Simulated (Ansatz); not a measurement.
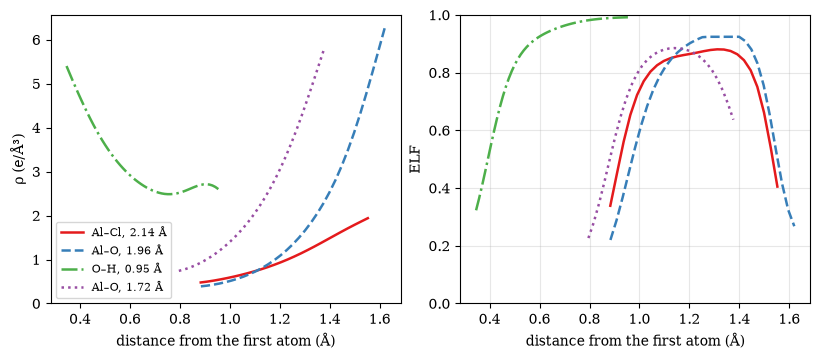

AlClH4O2. Total electron density and electron localisation function along straight lines between neighbouring atoms. The curves leave out the atomic cores.

The product side of a reaction path; geometry: PBE0-D4/def2-TZVP; a saddle point, not a minimum.

All numbers below come from RKS PBE0-D4/def2-TZVPP (Ansatz).

| atom | x (Å) | y (Å) | z (Å) |
| --- | --- | --- | --- |
| Al | 0.5353 | 0.0327 | 0.5071 |
| Cl | 0.9575 | -2.0648 | 0.5818 |
| O | 0.0136 | 0.0859 | -1.3851 |
| O | -1.0660 | 0.5231 | 0.8989 |
| H | 0.0669 | -0.7954 | -1.7777 |
| H | 1.7619 | 0.9870 | 0.7611 |
| H | -0.9238 | 0.3273 | -1.3134 |
| H | -1.3454 | 0.9043 | 1.7272 |

What can be read from the curves?

Answer. Al–Cl (2.14 Å): the density is about 0.69 e/Å³ at the midpoint; the ELF peaks at about 0.90 in the valence shell of Cl, 0.8 Å from its nucleus, and is about 0.85 at the midpoint.
Al–O (1.96 Å): the density is about 0.48 e/Å³ at the midpoint; the ELF peaks at about 0.90 in the valence shell of O, 0.7 Å from its nucleus, and is about 0.55 at the midpoint.
O–H (0.95 Å): the density is about 3.8 e/Å³ at the midpoint; the ELF climbs to about 1 towards the hydrogen, as it does in any bond to H: an ordinary covalent bond to hydrogen.
Al–O (1.72 Å): ρ is about 0.86 e/Å³ halfway; the ELF peaks at about 0.90 in the valence shell of O, 0.6 Å from its nucleus, and is about 0.40 at the midpoint.
